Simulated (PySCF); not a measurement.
Excited-state calculation of CH6GeN (charge −1)

CH6GeN, charge −1, computed with TDDFT B3LYP/def2-SVPD, vertical, gas phase, core orbitals frozen in the response (PySCF 2.14.0).

The geometry comes from this level: GFN2-xTB. It belongs to a series of runs on one base structure; here: H on Ge replaced by NHCH3.

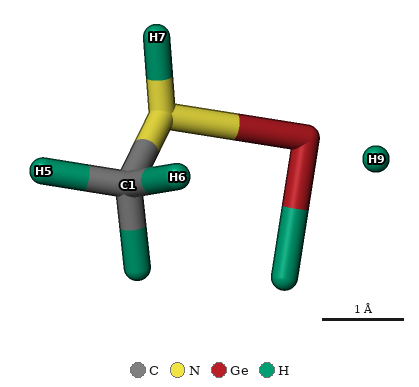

The input geometry (stick view, seen at a tilt; atoms are numbered from 1 in the order of the input). Sticks mark near contacts. Bond lengths as drawn: C–H 1.09 to 1.11 Å, C–N 1.43 Å, Ge–H 1.75 Å, Ge–N 1.94 Å and H–N 1.02 Å.

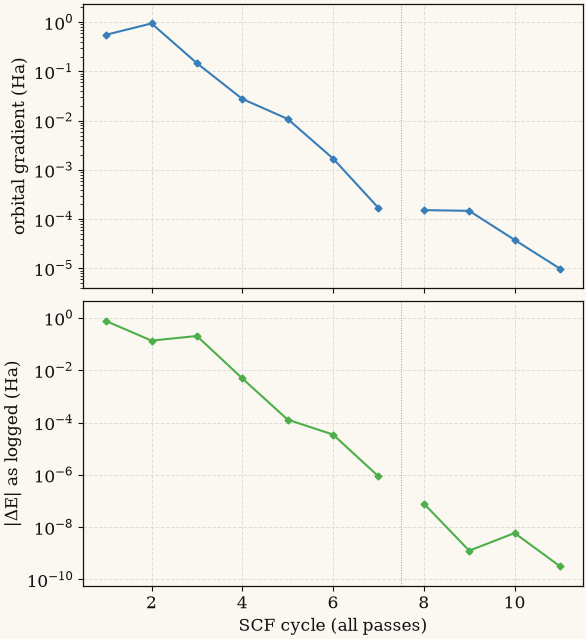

Convergence of the self-consistent field: orbital gradient and size of the energy change against the SCF cycle. The dotted line marks the change from a coarse to the final integration grid. The first 7 cycles use a coarse grid, the final grid takes over at cycle 8, and the field converges after 11 cycles in all.

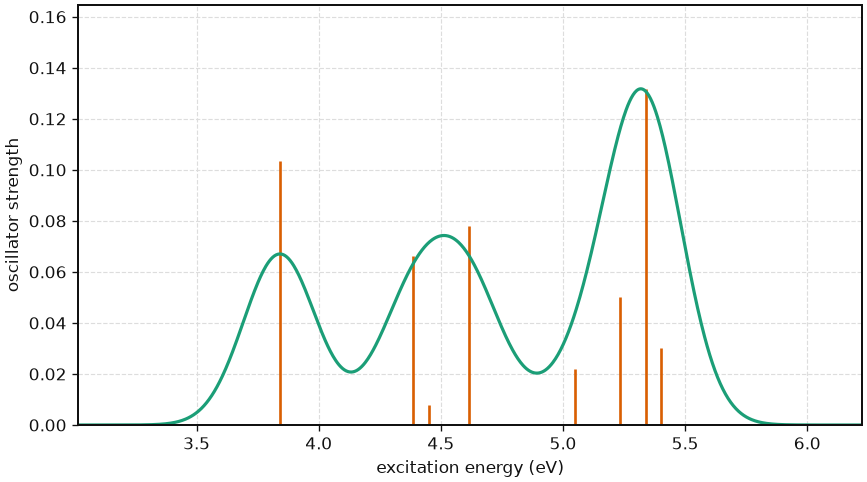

Computed excitations as sticks (degenerate states added up, dark ones marked on the axis), with a Gaussian envelope of 0.35 eV full width at half maximum, scaled to the tallest. Of the 8 states the lowest lies at 3.84 eV (f = 0.103); the strongest line is at 5.34 eV, or 232 nm (f = 0.132).

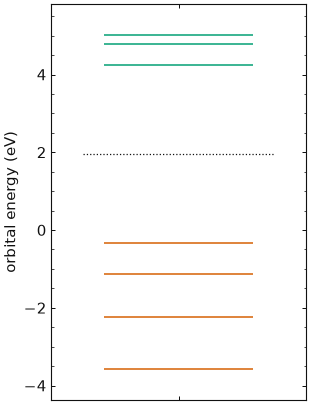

Orbital energies near the frontier; the dotted line parts filled from empty levels, and levels within 0.02 eV of each other stand side by side. Highest filled −0.33 eV, lowest empty 4.26 eV, 4.59 eV apart.

The input that produced these results follows, with the program's output.

## Input file
```
{"job": {"kind": "uv", "xc": "B3LYP", "basis": "def2-SVPD", "nstates": 8, "ntriplets": 3}, "charge": -1, "multiplicity": 1}
C     -0.950221    -0.342331    -0.055815
N     -0.224456     0.830786    -0.445576
Ge     1.700883     0.783425    -0.227853
H     -0.530573    -1.184914    -0.604445
H     -2.027232    -0.261312    -0.300595
H     -0.865907    -0.580917     1.016762
H     -0.586327     1.627199     0.077298
H      1.807260    -0.778673    -1.018617
H      1.690135    -0.087267     1.533662
```

The first line tells a small driver script what to run in PySCF; the rest is the geometry in Å.

Run as:
```bash
OMP_NUM_THREADS=1 python <driver script> task.json out
```

## The program's output
```
coarse grid: 32552 points
cycle   1  E = -2173.1139846329  dE = -7.553e-01  |g| = 5.554e-01  |ddm| = 3.442e+00
cycle   2  E = -2172.9788595978  dE =  1.351e-01  |g| = 9.419e-01  |ddm| = 4.526e+00
cycle   3  E = -2173.1820782475  dE = -2.032e-01  |g| = 1.470e-01  |ddm| = 2.994e+00
cycle   4  E = -2173.1869432588  dE = -4.865e-03  |g| = 2.767e-02  |ddm| = 3.011e-01
cycle   5  E = -2173.1870718419  dE = -1.286e-04  |g| = 1.085e-02  |ddm| = 7.059e-02
cycle   6  E = -2173.1871064404  dE = -3.460e-05  |g| = 1.706e-03  |ddm| = 3.305e-02
cycle   7  E = -2173.1871073167  dE = -8.763e-07  |g| = 1.697e-04  |ddm| = 3.879e-03
final grid: 67472 points
cycle   8  E = -2173.1870690820  dE = -7.996e-08  |g| = 1.531e-04  |ddm| = 5.856e-03
cycle   9  E = -2173.1870690832  dE = -1.261e-09  |g| = 1.480e-04  |ddm| = 9.603e-04
cycle  10  E = -2173.1870690892  dE = -5.954e-09  |g| = 3.806e-05  |ddm| = 3.625e-04
cycle  11  E = -2173.1870690895  dE = -3.201e-10  |g| = 9.922e-06  |ddm| = 7.933e-05
converged SCF energy = -2173.1870690895

Static polarisability (au): isotropic 87.103, principal 77.477 83.813 100.018

Singlet excitations
state   eV       nm        f      main configurations
  1   3.8410    322.8   0.10336   H->L 0.97
  2   4.3843    282.8   0.06608   H->L+1 0.75, H->L+2 0.21
  3   4.4532    278.4   0.00798   H-1->L 0.93
  4   4.6144    268.7   0.07798   H->L+2 0.73, H->L+1 0.20
  5   5.0506    245.5   0.02192   H-1->L+1 0.55, H->L+3 0.39
  6   5.2346    236.9   0.05006   H->L+3 0.35, H-1->L+2 0.29, H-1->L+1 0.25
  7   5.3387    232.2   0.13176   H-1->L+2 0.53, H->L+4 0.15, H-1->L+1 0.14
  8   5.4010    229.6   0.03005   H->L+4 0.78, H-1->L+2 0.10

Triplet excitations (Tamm-Dancoff, eV): 3.4287 3.8521 4.1772
```

## Summary

| quantity | value |
| --- | --- |
| outcome | converged |
| total energy | −2173.187069 hartree |
| HOMO | −0.33 eV |
| LUMO | 4.26 eV |
| mean polarisability | 87.10 a.u. |
| lowest singlet excitation | 3.84 eV |
| hardware | 1 CPU thread, shared host |
| wall time | 6.3 s |
| peak memory | 0.51 GiB |

Spin–orbit coupling is left out, which matters for the heavy atoms.
